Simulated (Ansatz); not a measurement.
**The cluster TiS2− (doublet): inputs that go wrong**

3 inputs were typed for the cluster TiS2− (doublet). Each is run as it stands; the log then has to tell whether the result can be used.

Method: the settings change from run to run; program: Ansatz 0.2.0, Gaussian basis.

**1. The relaxed structure**

The structure was relaxed beforehand with PBE-D4 in a triple-zeta def2 set.

3 atoms, charge -1, spin multiplicity 2.

Atoms are counted from 1 here; the program's logs count them from 0.

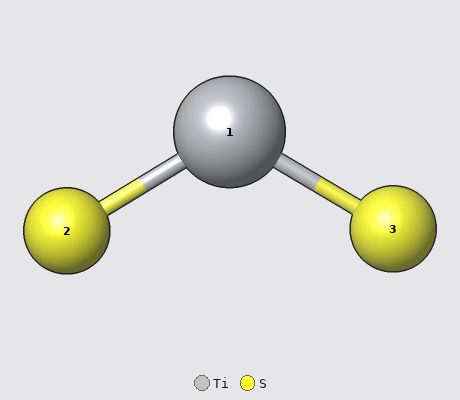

The structure; titanium light grey, sulfur yellow; atoms are numbered from 1 in the order of the file.

Geometry (Å):

```xyz
3
charge -1, multiplicity 2
Ti    0.64518    0.35257   -0.01486
S    -0.53097    0.12923   -1.79110
S    -0.11421   -0.48180    1.80596
```

**2. Input 1**

The input, in.yaml:

```yaml
crystal:
  periodic: [false, false, false]
  atoms:
    - {symbol: Ti, position_ang: [0.725328, 0.277218, -0.136732]}
    - {symbol: S, position_ang: [-0.603305, -0.015770, -1.850655]}
    - {symbol: S, position_ang: [-0.269689, -0.371694, 1.635195]}
basis:
  gaussian: {orbitals: aug-cc-pVDZ, fitting: {mean_field: cc-pVTZ-jkfit}, point_charges: [{charge: 0.50, position_ang: [4.927, 0.609, -0.473]}]}
total_charge: -1
magnetization: {spin_polarized: true, initial_magnetization: 1}
hamiltonian: {xc: {name: PBEsol}}
output: {forces: true}
```

Launch:

```console
$ ansatz run in.yaml --threads 4 --pin off --events-out ev --progress --plain --max-ram 3916MiB
```

What it wrote:

```text
Functional definition: PBEsol
  name "PBEsol"
  cite "Perdew et al., Phys. Rev. Lett. 100, 136406 (2008) doi:10.1103/PhysRevLett.100.136406"
  cite "Perdew, Burke & Ernzerhof, Phys. Rev. Lett. 77, 3865 (1996) doi:10.1103/PhysRevLett.77.3865"
  parent pbesol
  exchange = pbesol_x
  correlation = pbesol_c
Error: <dir> the basis set cc-pVTZ-JKFIT has no functions for Ti
```

Run time: 0.05 s. Hardware: 4 threads of Arm Neoverse V2, shared host.

**Diagnosis.** Refused before any calculation. The fitting set named has no entry for an element of this molecule. Cure: leave the fitting key out, or name a set that covers all elements and suits the basis. Its coordinates are also moved off the relaxed structure.

**3. Input 2**

The input, in.yaml:

```yaml
crystal:
  periodic: [false, false, false]
  atoms:
    - {symbol: Ti, position_ang: [1.219221, 0.666261, -0.028082]}
    - {symbol: S, position_ang: [-1.003391, 0.244219, -3.384683]}
    - {symbol: S, position_ang: [-0.215831, -0.910480, 3.412764]}
basis:
  gaussian: {orbitals: cc-pVTZ-DK, nuclear_model: gaussian}
hamiltonian: {xc: {name: r2SCAN0}}
scf: {omitted_lower_state_checks: [starts]}
```

Same command.

What it wrote, cut to the lines that bear on the results:

```text
Functional definition: r2SCAN0
  name "r2SCAN0"
  cite "Bursch, Neugebauer, Ehlert & Grimme, J. Chem. Phys. 156, 134105 (2022) doi:10.1063/5.0086040"
  cite "Furness, Kaplan, Ning, Perdew & Sun, J. Phys. Chem. Lett. 11, 8208 (2020) doi:10.1021/acs.jpclett.0c02405"
  cite "Furness, Kaplan, Ning, Perdew & Sun, J. Phys. Chem. Lett. 11, 9248 (2020) doi:10.1021/acs.jpclett.0c03077"
  parent r2scan
[...]
1148 factors; their error is unknown
[...]
mean field -44949.29904831 eV, -1651.8562722963 hartree, gradient 3.1e-6 eV, S^2 0.000000; 0 other end points of the search recorded, 0 dependent functions left out
reference -44949.29906082 eV, -1651.8562727559 hartree; 27, 27 occupied and 109, 109 virtual orbitals, 1148 factors
Total energy: -44949.29906082 eV, -1651.8562727559 hartree
Relativity: scalar
Checks for a lower state left out: starts
```

Wall time 42 s (4 threads of Arm Neoverse V2, shared host).

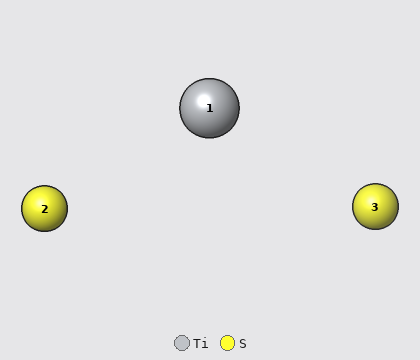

The geometry of this input.

**Diagnosis.** The run converged, but a converged run isn't a right one. The coordinates are in bohr but typed as ångström. The shortest distance is 4.05 Å (Ti1–S2), against 2.14 Å in the relaxed molecule. It also asks for charge 0 and multiplicity 1, another species or state than the molecule above. Its energy is no property of the relaxed molecule. To mend it, take the coordinates from the file in ångström, and set charge and spin to those of the species named.

**4. Input 3**

The input, in.yaml:

```yaml
crystal:
  periodic: [false, false, false]
  atoms:
    - {symbol: Ti, position_ang: [0.619377, 0.338467, -0.014266]}
    - {symbol: S, position_ang: [-0.509732, 0.124066, -1.719452]}
    - {symbol: S, position_ang: [-0.109644, -0.462533, 1.733718]}
basis:
  gaussian: {orbitals: def2-TZVPPP}
total_charge: -1
magnetization: {spin_polarized: true, initial_magnetization: 1}
hamiltonian: {xc: {name: r2SCAN50}, dispersion: d3bj}
output: {forces: true}
```

Same command.

What it wrote:

```text
Error: <dir> can't be read: No such file or directory (os error 2)
```

Run time: 0.05 s. Hardware: 4 threads of Arm Neoverse V2, shared host.

**Diagnosis.** The run ended at the input check. The line that matters: «<dir> can't be read: No such file or directory (os error 2)» The basis set isn't in the library under that name. The cure: choose a basis that the program's library holds for every element. Its coordinates are also moved off the relaxed structure.

**5. How the tries ended**

```csv
input,level,ended,cause,time
1,PBEsol/aug-cc-pVDZ,refused,the fitting set named has no entry for an element of this molecule,0.05 s
2,r2SCAN0/cc-pVTZ-DK,converged,the coordinates are in bohr but typed as ångström,42 s
3,r2SCAN50/def2-TZVPPP,refused,the basis set isn't in the library under that name,0.05 s
```

In words: 2 refused, 1 converged. A refusal costs next to no computing time. The dangerous case is the input that converges on a wrong geometry, charge, spin, basis or grid: often only a look at the input shows it.
